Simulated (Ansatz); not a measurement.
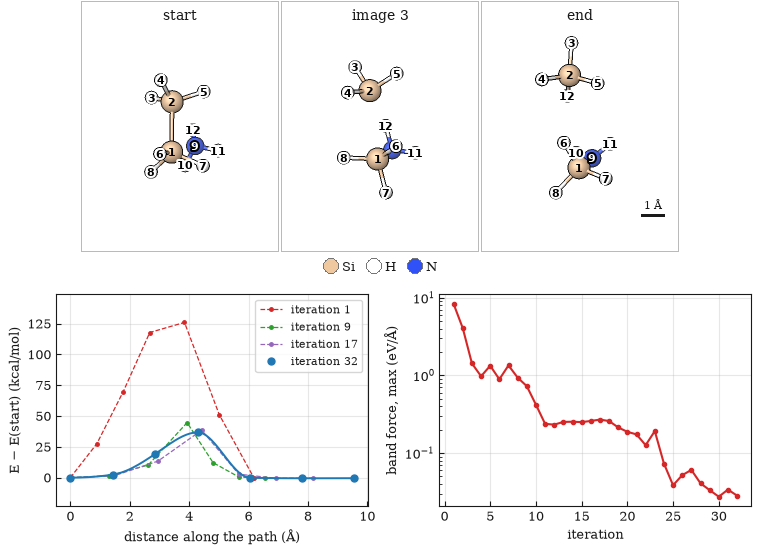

NEB run on Si2NH9, made up at the start of Si2H6 and NH₃. Images are numbered from 0 (start) to 6 (end). The plot follows the band through its iterations. A ball-and-stick model, seen from a free direction.

Theory: RKS PBE-D4/def2-SVP (Ansatz 0.2.0). Settings: 5 movable images; climbing image; force threshold 0.03 eV/Å; iteration limit 60; starting path through a guess of the saddle point.

Q: Judge this run.

A: The result is final at these settings. The band converged in 32 iterations. The largest component of the band force went from 8.3 to 0.028 eV/Å. The climbing image converged on the top of the path. Its vibrational analysis gives one imaginary mode (344i cm⁻¹), as a transition state must have. The first iteration put the highest image at 126.0 kcal/mol. The highest point, image 3, lies 36.8 kcal/mol above the start and 37.2 kcal/mol above the end; the end is at −0.4 kcal/mol relative to the start.

Limits of the set-up: the start holds two separate molecules, 2.8 Å apart at their closest, whose relative position is a soft coordinate.

The run took 3.3 min on 2 threads of Arm Neoverse V2, with other jobs on the host, peak memory 0.13 GiB.
